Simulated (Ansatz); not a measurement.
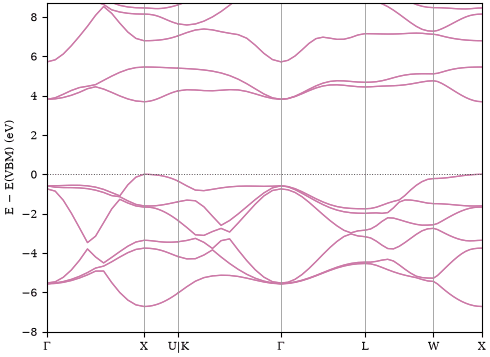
Figure: Band structure from DFT-PBEsol with spin–orbit coupling in the program Ansatz with PAW potentials

Problem. Read off the gap and where the band edges lie.

Solution. About 3.7 eV (3.69 eV by a search for the band edges); maximum at X, minimum at X.

The material is HfO$_{2}$ (fluorite, Fm-3m).

This is a known high-temperature phase of the composition, computed here at zero pressure and temperature. Symmetry was held in the PBEsol relaxation; its stability against distortions is not shown here. The run is not spin-polarised.

Potentials: the later of the program's two PAW sets.
